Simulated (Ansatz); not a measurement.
## A computed series for BC5: pressure series

The parent structure is BC5 (space group I-4m2, No. 119; a cell from a computed database, its experimental status unchecked).

```
BC5
1.0
   -1.24953     1.24953     5.68494
    1.24953    -1.24953     5.68494
    1.24953     1.24953    -5.68494
B C
1 5
Direct
  0.75000   0.25000   0.50000
  0.84402   0.84402   0.00000
  0.15598   0.15598   0.00000
  0.50000   0.50000   0.00000
  0.42006   0.92006   0.50000
  0.07994   0.57994   0.50000
```

Cell and atoms are relaxed at each pressure.

Level of theory: PBEsol/PAW in Ansatz (a program for electronic structure), no spin-orbit coupling.

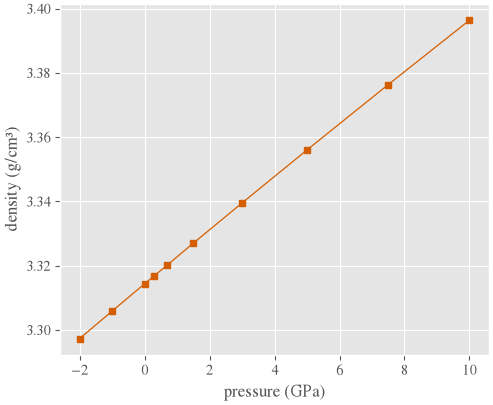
*Density against pressure*

### Question
From the plot, what is the density for pressure −1 GPa?

### Answer
About 3.31 g/cm³.

### Question
Is the trend monotonic over the range shown?

### Answer
Yes, it rises throughout, spanning 3.30 g/cm³ to 3.40 g/cm³.

Load acts through the strain it causes; cell and atoms are relaxed under it. Whether these cells are dynamically stable was not tested. Competing high-pressure phases were not computed. All final runs are without spin polarisation. An odd electron count without spin: BC5.
